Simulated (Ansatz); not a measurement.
## The perfect C wire along [111], 14 atoms a period, H-terminated

Aim: is the C wire along [111], 14 atoms a period, H-terminated a metal or a semiconductor?

Main program and level: Ansatz 0.2.0; DFT PBE, plane waves, PAW; relaxation of a wire's period; PAW set soft_1, in the first sound run; inputs show where later runs differ.

**1. Set-up**

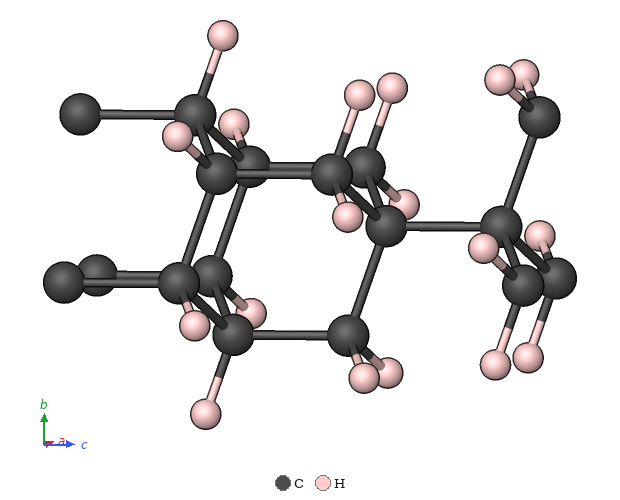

The cell as given, from the side, with the c axis across the page (carbon dark grey, hydrogen pink). Some periodic images of atoms are drawn too.

The cell holds 32 atoms: 14 C and 18 H. Cell: a = 11.153 Å, b = 11.827 Å, c = 6.183 Å, α = 90.0°, β = 90.0°, γ = 90.0°. Vacuum lies along a and b. The structure's axis is c.

**2. Relaxation of atoms and period**

Band widths follow the bond lengths, so the wire is relaxed first. The atoms and the third cell vector are free; the box across stays fixed as vacuum. A Fermi-Dirac smearing is set since the result may be a metal. The pressure printed is a third of the stress's trace over the whole box, vacuum included; only the stress along the axis is relaxed.

Contents of input.yaml:

```yaml
crystal:
  lattice:
    - [11.153, 0.0, 0.0]
    - [0.0, 11.827, 0.0]
    - [0.0, 0.0, 6.183421383]
  atoms:
    - { symbol: C, position: [0.386844452, 0.438375693, 0.0] }
    - { symbol: C, position: [0.613184558, 0.438375693, 0.0] }
    - { symbol: C, position: [0.386844452, 0.438375693, 0.25] }
    - { symbol: C, position: [0.500014505, 0.623221351, 0.25] }
    - { symbol: C, position: [0.613184558, 0.438375693, 0.25] }
    - { symbol: H, position: [0.304850713, 0.606247466, 0.272956835] }
    - { symbol: H, position: [0.500014505, 0.287477805, 0.272956835] }
    - { symbol: H, position: [0.695178297, 0.606247466, 0.272956835] }
    - { symbol: H, position: [0.304850713, 0.393734359, 0.310376499] }
    - { symbol: H, position: [0.500014505, 0.71250402, 0.310376499] }
    - { symbol: H, position: [0.695178297, 0.393734359, 0.310376499] }
    - { symbol: C, position: [0.386844452, 0.561606132, 0.333333333] }
    - { symbol: C, position: [0.500014505, 0.376760474, 0.333333333] }
    - { symbol: C, position: [0.613184558, 0.561606132, 0.333333333] }
    - { symbol: C, position: [0.386844452, 0.561606132, 0.583333333] }
    - { symbol: C, position: [0.500014505, 0.376760474, 0.583333333] }
    - { symbol: C, position: [0.613184558, 0.561606132, 0.583333333] }
    - { symbol: H, position: [0.304850713, 0.516964797, 0.643709832] }
    - { symbol: H, position: [0.386844452, 0.650888801, 0.643709832] }
    - { symbol: H, position: [0.418020766, 0.33211914, 0.643709832] }
    - { symbol: H, position: [0.582008244, 0.33211914, 0.643709832] }
    - { symbol: H, position: [0.613184558, 0.650888801, 0.643709832] }
    - { symbol: H, position: [0.695178297, 0.516964797, 0.643709832] }
    - { symbol: C, position: [0.500014505, 0.499990913, 0.666666667] }
    - { symbol: C, position: [0.500014505, 0.499990913, 0.916666667] }
    - { symbol: H, position: [0.304850713, 0.483017028, 0.939623501] }
    - { symbol: H, position: [0.386844452, 0.349093024, 0.939623501] }
    - { symbol: H, position: [0.418020766, 0.667862686, 0.939623501] }
    - { symbol: H, position: [0.582008244, 0.667862686, 0.939623501] }
    - { symbol: H, position: [0.613184558, 0.349093024, 0.939623501] }
    - { symbol: H, position: [0.695178297, 0.483017028, 0.939623501] }
    - { symbol: C, position: [0.500014505, 0.623221351, 0.0] }
kpoints:
  mp_grid: { grid: [1, 1, 13] }
scf:
  occupations: { method: fermi_dirac, width: 0.05 }
hamiltonian:
  xc: pbe
  pseudopotentials: { kind: paw, azcp: { folder: soft_1 } }
relax:
  cell: { fix: [a, b, alpha, beta, gamma] }
  max_steps: 45
  f_tol: 0.03
```

Started as:

```console
$ ansatz run input.yaml --threads 4 --pin off --max-ram 16384MiB --backend cpu --events-out ev --progress --plain --runs-dir out
```

Numbers of over 12 decimals in the logs are rounded to 6 here.

What it wrote:

```text
Engine: ansatz 0.2.0, x86_64-unknown-linux-gnu
Pseudopotentials: kind: paw
Pseudopotential: C, paw, valence charge 4, recommended cutoff 420 eV (normal), soft_1/C.paw.azcp
Pseudopotential: H, paw, valence charge 1, recommended cutoff 420 eV (normal), soft_1/H.paw.azcp
Functional definition: PBE
  parameter kappa = 0.804
  parameter beta = 0.066725
  exchange = pbe_x(kappa = kappa, mu = beta*pi^2/3)
  correlation = pbe_c(beta = beta)
Crystal: 32 atoms, lattice volume = 815.634 Å³
Basis set: ecut = 420 eV, 15943 PW (Γ), exchange–correlation on 150×160×90 points (8 copies of the dense FFT grid, shifted against one another)
Bands: 69, of which v1, the nominal top of the filled ones, is band 37 counted from 1 (36 counted from 0)
Symmetry: 4 space group operations
Space group: P2/m (ITA 10), of the structure as read, at distance tolerance 9.3e-5 Å
k-points: 7 of 13
Non-local potential: C, projectors of the file, l = 0: 2, l = 1: 2, l = 2: 1
Non-local potential: H, projectors of the file, l = 0: 2, l = 1: 1
PAW form: soft (Blöchl's): semilocal exchange-correlation on the pseudo side does not see the compensation charge
PAW one-centre angular grid: C, 110 points (default); XC on 64 Gauss nodes
PAW one-centre angular grid: H, 110 points (default); XC on 64 Gauss nodes
Initial density: superposition of atomic densities (neutral atoms: chi_scale 0, normalization atom)
Initial wavefunctions: pseudopotential atomic-orbital guess
Functional: x = pbe(κ = 0.804, μ = 0.219515), c = pbe(β = 0.066725)
SCF iter   1: F=—  HF=-3817.142929 eV  |F-HF|=—  |Δ(HF+E_count)|=         —  Δρ=6.60e-2  dr2=4.37e1  ethr=3.10e-3  ⟨swp⟩=8.7  Hψ=2735  notcnv=0  defer=37
preconditioner: auto → Resta (q_TF=auto, 1.829 Å⁻¹)  ε∞=1.4  [insulator: Δε(μ)=8.661 eV  Ē_g=16.770 eV  σ=0.050 eV  W_gap=1.00  n_scr=78 (ndim 8)  ℏωp=11.2 eV  f_vac=0.640  D(μ)=0.00/eV (n_scr^D=0)  ε∞_Penn≈1.4  vacuum switching on, ρ_ref=2.0e-2 e/Å³]
SCF iter   2: F=—  HF=-3803.386052 eV  |F-HF|=—  |Δ(HF+E_count)|=    1.38e1  Δρ=2.99e-2  dr2=4.61e0  ethr=3.10e-3  ⟨swp⟩=4.0  Hψ=1061  notcnv=0  defer=182
SCF iter   3: F=—  HF=-3802.182437 eV  |F-HF|=—  |Δ(HF+E_count)|=    1.20e0  Δρ=1.03e-2  dr2=6.46e-1  ethr=3.10e-3  ⟨swp⟩=2.0  Hψ=631  notcnv=0  defer=182
SCF iter   4: F=—  HF=-3802.031592 eV  |F-HF|=—  |Δ(HF+E_count)|=   1.51e-1  Δρ=1.70e-3  dr2=2.48e-2  ethr=8.73e-4  ⟨swp⟩=3.4  Hψ=743  notcnv=0  defer=184
SCF iter   5: F=—  HF=-3802.029406 eV  |F-HF|=—  |Δ(HF+E_count)|=   2.19e-3  Δρ=5.50e-4  dr2=1.93e-3  ethr=3.35e-5  ⟨swp⟩=2.1  Hψ=551  notcnv=0  defer=184
SCF iter   6: F=—  HF=-3802.029647 eV  |F-HF|=—  |Δ(HF+E_count)|=   2.40e-4  Δρ=1.78e-4  dr2=1.05e-4  ethr=2.61e-6  ⟨swp⟩=2.0  Hψ=539  notcnv=0  defer=184
SCF iter   7: F=—  HF=-3802.029812 eV  |F-HF|=—  |Δ(HF+E_count)|=   1.65e-4  Δρ=2.39e-5  dr2=4.06e-6  ethr=1.41e-7  ⟨swp⟩=2.0  Hψ=558  notcnv=0  defer=184
SCF iter   8: F=—  HF=-3802.029693 eV  |F-HF|=—  |Δ(HF+E_count)|=   1.19e-4  Δρ=3.70e-6  dr2=1.21e-7  ethr=5.49e-9  ⟨swp⟩=2.0  Hψ=702  notcnv=0  defer=184
SCF iter   9: F=-3802.029693 eV  HF=-3802.029693 eV  |F-HF|=4.98e-8  |Δ(HF+E_count)|=   7.25e-8  Δρ=2.23e-6  dr2=6.12e-8  ethr=1.35e-10  ⟨swp⟩=5.0  Hψ=1388  notcnv=0
SCF 1 converged in 9 iterations: F = -3802.029693 eV  dr2 = 6.12e-8
  greatest PAW one-centre occupation: 0.651 electrons in one spin orbital (limit 2), on the C atom at site 31 (counted from 0), in its partial waves of l = 0
relax step   1: F+E_penalty+E_count = -3802.02969319 eV  Δ(F+E_penalty+E_count) = +0.000e0 eV  max|allowed force component| = 6.348e-1 eV/Å  Δτ_max = 0.0000 Å  P = -0.591 GPa  Ω = 815.634 Å³  fix = [a, b, alpha, beta, gamma]  reactions: a -1.423, b -1.427 GPa; alpha -0.001 GPa/rad  (9 SCF iters, dr2 threshold 1.00e-7 eV, accepted)
Crystal: 32 atoms, lattice volume = 850.311 Å³
Basis set: ecut = 420 eV, 16627 PW (Γ), exchange–correlation on 150×160×90 points (8 copies of the dense FFT grid, shifted against one another)
Initial density: handed on by an earlier stage of this run
Initial wavefunctions: those handed on with the density
iter 1 solved again at ethr=9.74e-4 eV; its pass at ethr=3.10e-3 eV (dr2=7.21e-1 eV) is discarded
SCF iter   1: F=—  HF=-3802.445260 eV  |F-HF|=—  |Δ(HF+E_count)|=         —  Δρ=1.22e-2  dr2=7.31e-1  ethr=9.74e-4  ⟨swp⟩=6.6  Hψ=2747  notcnv=0
preconditioner: auto → Resta (q_TF=auto, 1.816 Å⁻¹)  ε∞=1.6  [insulator: Δε(μ)=4.900 eV  Ē_g=13.926 eV  σ=0.050 eV  W_gap=1.00  n_scr=78 (ndim 8)  ℏωp=11.0 eV  f_vac=0.713  D(μ)=0.00/eV (n_scr^D=0)  ε∞_Penn≈1.6  vacuum switching on, ρ_ref=1.4e-2 e/Å³]
SCF iter   2: F=—  HF=-3802.325522 eV  |F-HF|=—  |Δ(HF+E_count)|=   1.20e-1  Δρ=5.39e-3  dr2=1.09e-1  ethr=9.74e-4  ⟨swp⟩=2.6  Hψ=821  notcnv=0  defer=98
SCF iter   3: F=—  HF=-3802.326971 eV  |F-HF|=—  |Δ(HF+E_count)|=   1.45e-3  Δρ=2.12e-3  dr2=1.75e-2  ethr=1.48e-4  ⟨swp⟩=2.1  Hψ=699  notcnv=0  defer=151
SCF iter   4: F=—  HF=-3802.328339 eV  |F-HF|=—  |Δ(HF+E_count)|=   1.37e-3  Δρ=2.67e-4  dr2=3.49e-4  ethr=2.37e-5  ⟨swp⟩=2.1  Hψ=555  notcnv=0  defer=154
SCF iter   5: F=—  HF=-3802.328411 eV  |F-HF|=—  |Δ(HF+E_count)|=   7.20e-5  Δρ=4.66e-5  dr2=1.87e-5  ethr=4.71e-7  ⟨swp⟩=2.1  Hψ=644  notcnv=0  defer=154
SCF iter   6: F=-3802.328415 eV  HF=-3802.328417 eV  |F-HF|=1.25e-6  |Δ(HF+E_count)|=   5.15e-6  Δρ=1.61e-5  dr2=2.74e-6  ethr=4.32e-9  ⟨swp⟩=5.0  Hψ=1486  notcnv=0
SCF 2 converged in 6 iterations: F = -3802.328415 eV  dr2 = 2.74e-6
  greatest PAW one-centre occupation: 0.652 electrons in one spin orbital (limit 2), on the C atom at site 31 (counted from 0), in its partial waves of l = 0
relax step   2: F+E_penalty+E_count = -3802.32841527 eV  Δ(F+E_penalty+E_count) = -2.987e-1 eV  max|allowed force component| = 1.001e0 eV/Å  Δτ_max = 0.1153 Å  P = -0.286 GPa  Ω = 850.311 Å³  energy of the carried Pulay correction = -1.948e-2 eV  fix = [a, b, alpha, beta, gamma]  reactions: a -0.086, b -0.089 GPa; alpha -0.000 GPa/rad  (6 SCF iters, dr2 threshold 3.20e-6 eV, accepted)
Crystal: 32 atoms, lattice volume = 840.298 Å³
Basis set: ecut = 420 eV, 16431 PW (Γ), exchange–correlation on 150×160×90 points (8 copies of the dense FFT grid, shifted against one another)
iter 1 solved again at ethr=8.67e-5 eV; its pass at ethr=3.10e-3 eV (dr2=6.41e-2 eV) is discarded
SCF iter   1: F=—  HF=-3802.440093 eV  |F-HF|=—  |Δ(HF+E_count)|=         —  Δρ=3.84e-3  dr2=6.55e-2  ethr=8.67e-5  ⟨swp⟩=5.1  Hψ=2151  notcnv=0
[...]
iter 1 solved again at ethr=6.82e-7 eV; its pass at ethr=3.10e-3 eV (dr2=5.04e-4 eV) is discarded
SCF iter   1: F=—  HF=-3802.450788 eV  |F-HF|=—  |Δ(HF+E_count)|=         —  Δρ=2.86e-5  dr2=2.04e-7  ethr=6.82e-7  ⟨swp⟩=9.4  Hψ=4687  notcnv=0  defer=13
eigensolver tolerance schedule: the retry pair's looser diagonalisation over-reported the residual by 2466.80 of it (diagonalisation noise at 1.19 of the residual, at the tolerance the schedule requests for it); recorded, not acted on — ethr = c·dr2/N_el stays at c = 1.0e-1
preconditioner: auto → Resta (q_TF=auto, 1.820 Å⁻¹)  ε∞=1.6  [insulator: Δε(μ)=4.766 eV  Ē_g=13.968 eV  σ=0.050 eV  W_gap=1.00  n_scr=78 (ndim 8)  ℏωp=11.0 eV  f_vac=0.704  D(μ)=0.00/eV (n_scr^D=0)  ε∞_Penn≈1.6  vacuum switching on, ρ_ref=1.4e-2 e/Å³]
SCF iter   2: F=—  HF=-3802.451576 eV  |F-HF|=—  |Δ(HF+E_count)|=   7.88e-4  Δρ=1.44e-5  dr2=7.08e-8  ethr=2.76e-10  ⟨swp⟩=3.0  Hψ=1120  notcnv=0  defer=8
SCF iter   3: F=—  HF=-3802.451937 eV  |F-HF|=—  |Δ(HF+E_count)|=   3.61e-4  Δρ=6.27e-6  dr2=8.54e-9  ethr=9.57e-11  ⟨swp⟩=3.1  Hψ=673  notcnv=0  defer=8
SCF iter   4: F=—  HF=-3802.452085 eV  |F-HF|=—  |Δ(HF+E_count)|=   1.48e-4  Δρ=5.42e-7  dr2=9.30e-10  ethr=1.15e-11  ⟨swp⟩=3.1  Hψ=762  notcnv=0  defer=8
SCF iter   5: F=-3802.452087 eV  HF=-3802.452087 eV  |F-HF|=9.63e-8  |Δ(HF+E_count)|=   2.39e-6  Δρ=1.06e-7  dr2=1.15e-10  ethr=1.00e-12  ⟨swp⟩=5.6  Hψ=1416  notcnv=0
SCF 8 converged in 5 iterations: F = -3802.452087 eV  dr2 = 1.15e-10
relax step   8: F+E_penalty+E_count = -3802.45208704 eV  Δ(F+E_penalty+E_count) = -4.010e-4 eV  max|allowed force component| = 4.645e-3 eV/Å  Δτ_max = 0.0000 Å  P = +0.004 GPa  Ω = 839.159 Å³  fix = [a, b, alpha, beta, gamma]  reactions: a +0.003, b +0.001 GPa; alpha -0.000 GPa/rad  stress off target by 6.83e-3 GPa on what of the cell is left free  SCF on the basis re-selected at this cell (its energy is not comparable with the rows above)  (5 SCF iters)
basis re-selected at this cell: Δ(F+E_penalty+E_count) = -4.010e-4 eV, ΔP = +0.000 GPa vs the last step (what re-selecting the basis moved, of the pressure what is left beyond the Pulay correction that the steps carried, after the strain that the cell walked since its last selection, with what the two solves' SCF thresholds leave and, on support functions, any second-order correction that the steps lacked; it is no m [...]
SCF converged after 5 iterations
Free energy (F): -3802.452087 eV
Harris-Foulkes:  -3802.452087 eV  (|F-HF|=9.63e-8)
Internal energy: -3802.452087 eV  (E = F + TS)
E sigma→0 (E₀):  -3802.452087 eV
Fermi energy:    -1.571601 eV
--- Per-component energies (eV) ---
  E_band       = -717.843676
  E_kinetic    = 1497.881617
  E_local      = -15918.365853  (includes V_loc(G=0)·N_el)
  E_nonlocal   = 333.326545
  E_hartree    = 7260.090087
  E_xc         = -825.789455
  E_vxc        = -1027.285163  (∫ρ·V_xc dr)
  E_paw        = -1412.071516  (= ΣΔE_a)
  E_vpaw       = -123.561903  (= ΣTr[D̂ρ^β])
  E_aug_tail   = -0.019521  (compensation charges beyond the density's cutoff)
  E_ewald      = 5262.496009
  E_smearing   = -0.000000  (= −TS)
  E_closure    = 0.000000  (closes the sum)
  Σ components = -3802.452087   (vs F -3802.452087, Δ=0.00e0)
--- Forces (eV/Å), atoms counted from 1 ---
  atom   1  C      0.00208177     0.00119114    -0.00464536
  atom   2  C     -0.00208177     0.00119114    -0.00464536
  atom   3  C     -0.00086540    -0.00053474     0.00427843
  atom   4  C     -0.00000000     0.00101791     0.00428775
  atom   5  C      0.00086540    -0.00053474     0.00427843
  atom   6  H     -0.00046030     0.00027206     0.00092563
  atom   7  H      0.00000000    -0.00051700     0.00094243
  atom   8  H      0.00046030     0.00027206     0.00092563
  atom   9  H     -0.00046030    -0.00027206    -0.00092563
  atom  10  H      0.00000000     0.00051700    -0.00094243
  atom  11  H      0.00046030    -0.00027206    -0.00092563
  atom  12  C     -0.00086540     0.00053474    -0.00427843
  atom  13  C     -0.00000000    -0.00101791    -0.00428775
  atom  14  C      0.00086540     0.00053474    -0.00427843
  atom  15  C      0.00208177    -0.00119114     0.00464536
  atom  16  C      0.00000000     0.00240264     0.00463688
  atom  17  C     -0.00208177    -0.00119114     0.00464536
  atom  18  H     -0.00016644     0.00015853    -0.00070683
  atom  19  H     -0.00022631     0.00005282    -0.00072376
  atom  20  H      0.00005450    -0.00023390    -0.00070428
  atom  21  H     -0.00005450    -0.00023390    -0.00070428
  atom  22  H      0.00022631     0.00005282    -0.00072376
  atom  23  H      0.00016644     0.00015853    -0.00070683
  atom  24  C      0.00000000     0.00001823    -0.00139521
  atom  25  C     -0.00000000    -0.00001823     0.00139521
  atom  26  H     -0.00016644    -0.00015853     0.00070683
  atom  27  H     -0.00022631    -0.00005282     0.00072376
  atom  28  H      0.00005450     0.00023390     0.00070428
  atom  29  H     -0.00005450     0.00023390     0.00070428
  atom  30  H      0.00022631    -0.00005282     0.00072376
  atom  31  H      0.00016644    -0.00015853     0.00070683
  atom  32  C      0.00000000    -0.00240264    -0.00463688
  max |Σ_I F_I| component: 8.67e-19 eV/Å
--- Stress (GPa, compression-positive) ---
        0.002806       0.000000       0.000000
        0.000000       0.001368       0.000179
        0.000000       0.000181       0.006829
  P = ⅓ Tr σ = 0.0037 GPa (0.037 kbar)
--- Relaxed structure (6 steps of the walk, 6 accepted, 2 SCFs on fresh bases) ---
  F+E_penalty+E_count = -3802.45208704 eV   max|allowed force component| = 4.645e-3 eV/Å   (the final SCF, on the basis selected at the relaxed cell)
  cell:  # Å, volume = 839.1587 Å³
    - [11.153, 0.0, 0.0]
    - [0.0, 11.827, 0]
    - [0.0, 0, 6.361768]
  atoms:
    - { symbol: C, position: [0.388254, 0.439155, 0.00705008] }
    - { symbol: C, position: [0.611775, 0.439155, 0.00705008] }
    - { symbol: C, position: [0.388334, 0.439194, 0.248394] }
    - { symbol: C, position: [0.500014505, 0.621608, 0.248401] }
    - { symbol: C, position: [0.611695, 0.439194, 0.248394] }
    - { symbol: H, position: [0.307210, 0.604964, 0.278673] }
    - { symbol: H, position: [0.500014505, 0.290057, 0.278667] }
    - { symbol: H, position: [0.692819, 0.604964, 0.278673] }
    - { symbol: H, position: [0.307210, 0.395036, 0.304660] }
    - { symbol: H, position: [0.500014505, 0.709943, 0.304667] }
    - { symbol: H, position: [0.692819, 0.395036, 0.304660] }
    - { symbol: C, position: [0.388334, 0.560806, 0.334939] }
    - { symbol: C, position: [0.500014505, 0.378392, 0.334932] }
    - { symbol: C, position: [0.611695, 0.560806, 0.334939] }
    - { symbol: C, position: [0.388254, 0.560845, 0.576283] }
    - { symbol: C, position: [0.500014505, 0.378307, 0.576280] }
    - { symbol: C, position: [0.611775, 0.560845, 0.576283] }
    - { symbol: H, position: [0.305779, 0.519440, 0.632052] }
    - { symbol: H, position: [0.385035, 0.648902, 0.632064] }
    - { symbol: H, position: [0.420754, 0.331651, 0.632055] }
    - { symbol: H, position: [0.579275, 0.331651, 0.632055] }
    - { symbol: H, position: [0.614994, 0.648902, 0.632064] }
    - { symbol: H, position: [0.694250, 0.519440, 0.632052] }
    - { symbol: C, position: [0.500014505, 0.500001, 0.666791] }
    - { symbol: C, position: [0.500014505, 0.499999, 0.916542] }
    - { symbol: H, position: [0.305779, 0.480560, 0.951281] }
    - { symbol: H, position: [0.385035, 0.351098, 0.951270] }
    - { symbol: H, position: [0.420754, 0.668349, 0.951278] }
    - { symbol: H, position: [0.579275, 0.668349, 0.951278] }
    - { symbol: H, position: [0.614994, 0.351098, 0.951270] }
    - { symbol: H, position: [0.694250, 0.480560, 0.951281] }
    - { symbol: C, position: [0.500014505, 0.621693, 0.00705375] }
```

Run time: 46 s. Hardware: 4 threads of AMD EPYC 7R13 (Zen 3), shared host; peak memory 1.7 GiB.

Step by step:

| step | energy less that of the first step (eV) | largest force component (eV/Å) | pressure (GPa) | volume (Å³) |
| --- | --- | --- | --- | --- |
| 1 | 0.0000 | 0.6348 | -0.59 | 815.63 |
| 2 | -0.2987 | 1.0010 | -0.29 | 850.31 |
| 3 | -0.3992 | 0.2724 | -0.18 | 840.30 |
| 4 | -0.4042 | 0.1298 | -0.07 | 838.63 |
| 5 | -0.4050 | 0.0272 | -0.01 | 838.56 |
| 6* | -0.4221 | 0.0279 | 0.02 | 838.56 |
| 7 | -0.4220 | 0.0046 | 0.00 | 839.16 |
| 8* | -0.4224 | 0.0046 | 0.00 | 839.16 |

Relaxation steps marked * repeat the geometry before them on a plane-wave basis chosen anew for their cell, so energy and pressure can jump there.

Forces are held to the 4 operations that the run works with; a distortion that breaks them can't arise in this run.

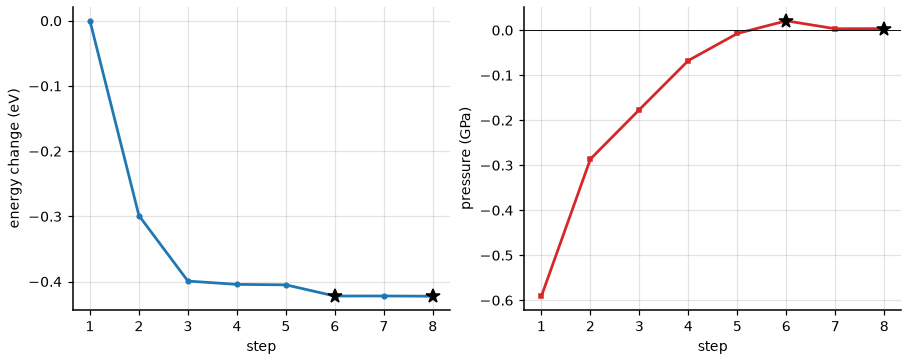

Energy and pressure along the relaxation. Stars mark steps on a basis chosen anew.

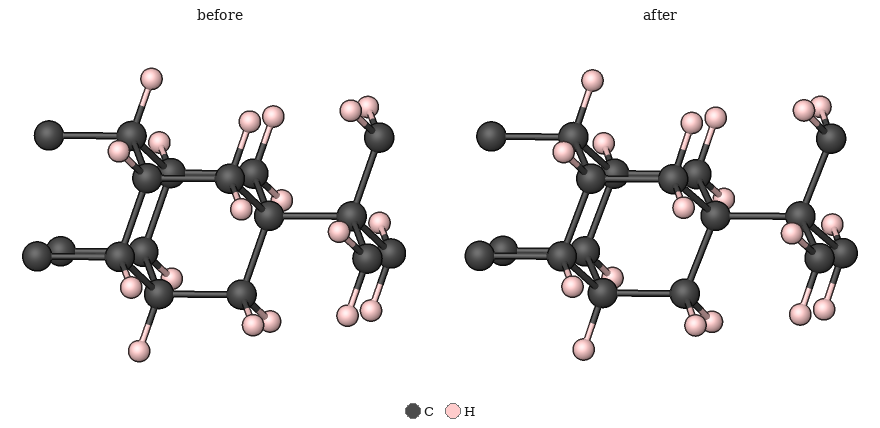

Before and after, at one scale.

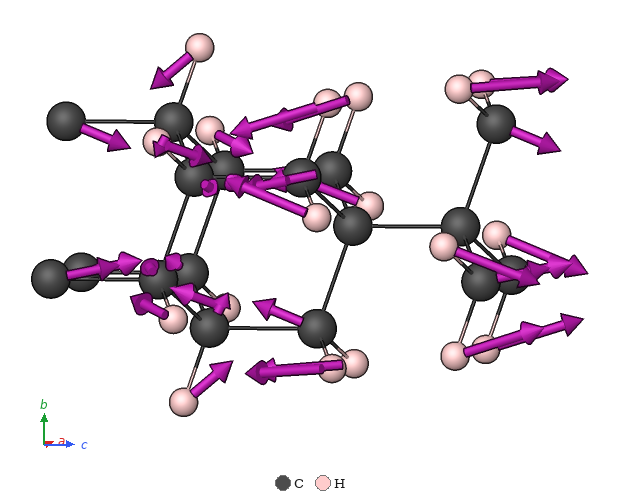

Displacements in the relaxation, exaggerated, measured against the changing cell; the longest in the cell stands for 0.08 Å. Some periodic images of atoms are drawn too.

| cell as run | before | after | change |
| --- | --- | --- | --- |
| c (Å) | 6.183 | 6.362 | +2.9 % |

The atoms that moved most (Å, along periodic axes as changes of fractional coordinates times the final cell, across vacuum about the mean position):

| atom | dx | dy | dz | length |
| --- | --- | --- | --- | --- |
| H29 | -0.030 | 0.006 | 0.074 | 0.080 |
| H28 | 0.030 | 0.006 | 0.074 | 0.080 |
| H21 | -0.030 | -0.006 | -0.074 | 0.080 |
| H20 | 0.030 | -0.006 | -0.074 | 0.080 |
| H31 | -0.010 | -0.029 | 0.074 | 0.080 |
| H26 | 0.010 | -0.029 | 0.074 | 0.080 |
| H23 | -0.010 | 0.029 | -0.074 | 0.080 |
| H18 | 0.010 | 0.029 | -0.074 | 0.080 |

This step gave:

| Quantity | Value |
| --- | --- |
| cell length along the wire | 6.362 Å |

The cell's length comes to 6.362 Å with spin left out.

[end of part 1 of 2]

[Logs are printed without paths, hosts, clocks, repeated set-up lines and the standing remarks that a program may print on its own settings, such as how far it seeks lower states.]

[Hosts, paths, dates, database ids (printed as entryN), source tags and the programs' standing remarks are cut or masked in the printed files.]
